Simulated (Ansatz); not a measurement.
Starting cell, CaO (rock salt):

```
CELL_PARAMETERS angstrom
      0.00000     4.83070     4.83070
      2.41535     2.41535     4.83070
      2.41535     2.41535     0.00000
ATOMIC_POSITIONS crystal
  O  0.00000 0.00000 0.00000
  O  0.50000 0.00000 0.00000
  Ca 0.00000 0.50000 0.50000
  Ca 0.50000 0.50000 0.50000
```

A phonon eigenvector at X = (0.5, 0.5, 0.0) is frozen into this cell: atom i moves by Q times the vector below, so Q is the largest atomic displacement, in Å. The cell is held. (q is in reciprocal vectors of the primitive cell; the cell shown is doubled to hold the pattern.)

```csv
atom,x,y,z
O1,0.000,0.000,1.000
O2,0.000,0.000,-1.000
Ca3,0.000,0.000,0.236
Ca4,0.000,0.000,-0.236
```

Level of theory: PBE (plane waves to 420 eV, PAW, scalar-relativistic; Ansatz, a first-principles code). k mesh 12×12×12 (Γ-centred), Fermi-Dirac smearing 0.05 eV. The energy includes the smearing's −TS. CaO was relaxed with its symmetry unable to fall. ΔE is measured from the undisplaced structure.

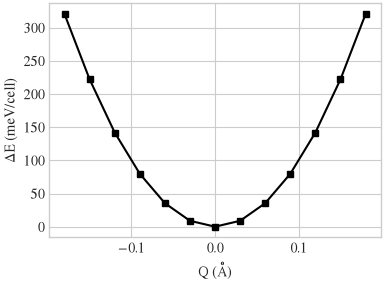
Figure: ΔE (meV/cell) against Q (Å); computed points joined by lines.

### Question
What is the energy change at Q = 0.180 Å?

### Answer
About 320 meV/cell.

### Question
What harmonic wavenumber does the curvature at Q = 0 give?

### Answer
About 380 cm⁻¹.

(A displaced cell: forces are minus the slopes of the energy, force constants its curvatures, and phonons follow from these.)
